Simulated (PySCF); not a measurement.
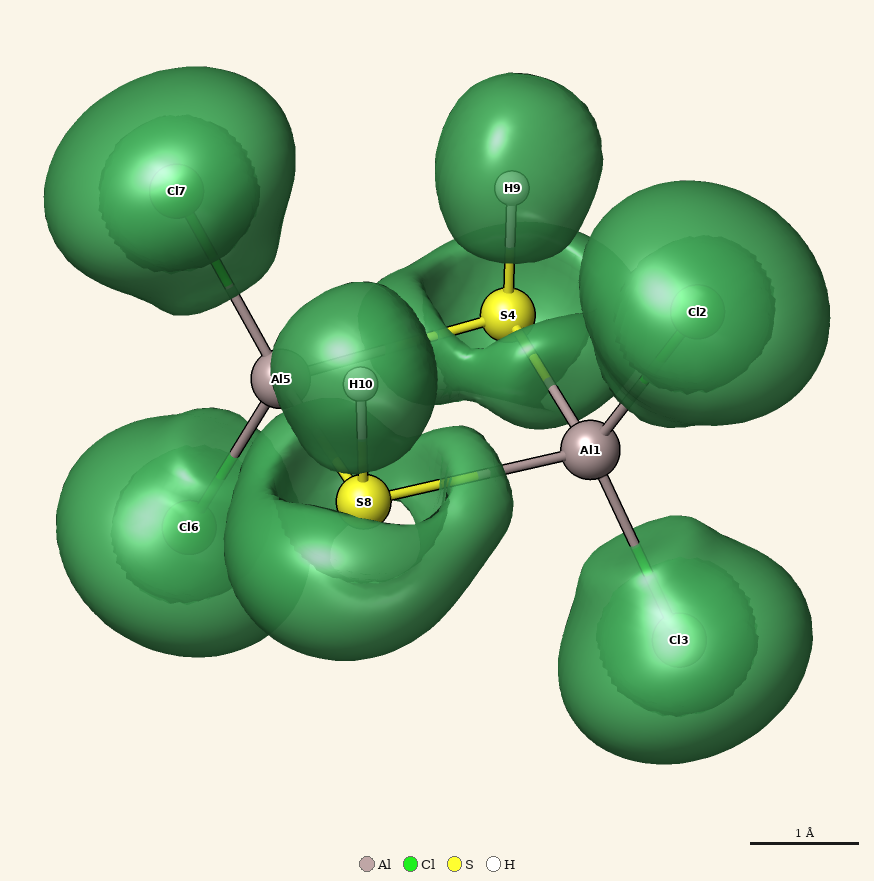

Al$_{2}$Cl$_{4}$H$_{2}$S$_{2}$ ((Cl2Al-mu-SH)2). Isosurface of the electron localisation function at 0.8 (green), seen at a tilt. Only the valence region is drawn (cores and ρ < 0.01 e/Å³ removed).

Geometry: PBE0-D3(BJ)/def2-SVP.

These are results of PBE0/pcSseg-1 Al:pcSseg-2, SCF density, gas phase, non-relativistic (PySCF), not measurements.

```yaml
atoms:
  - { symbol: Al, position_ang: [-1.5433, 0.0492, -0.3206] }
  - { symbol: Cl, position_ang: [-2.3506, -1.8911, -0.4021] }
  - { symbol: Cl, position_ang: [-2.6711, 1.7832, -0.6264] }
  - { symbol: S, position_ang: [0.3357, 0.1400, -1.7278] }
  - { symbol: Al, position_ang: [1.4939, 0.4959, 0.2857] }
  - { symbol: Cl, position_ang: [2.1359, 2.4863, 0.3338] }
  - { symbol: Cl, position_ang: [2.7617, -1.1503, 0.6163] }
  - { symbol: S, position_ang: [-0.3696, 0.2715, 1.7001] }
  - { symbol: H, position_ang: [0.5374, -1.1993, -1.7283] }
  - { symbol: H, position_ang: [-0.2054, -1.0621, 1.8737] }
```

**Describe the localisation domains.**

At this value the surface marks out two regions around hydrogen nuclei, four regions on Cl in which the atom's valence shell and bonds are merged and two regions on S in which the atom's valence shell and bonds are merged. Along the contacts the grid gives the following. Al–Cl (2.09 Å): the ELF peaks at about 0.85 in the valence shell of Cl, 0.9 Å from its nucleus, and is about 0.85 at the midpoint. Al–S (2.35 Å): the ELF peaks at about 0.95 between the atoms (a shared but strongly polarised pair).
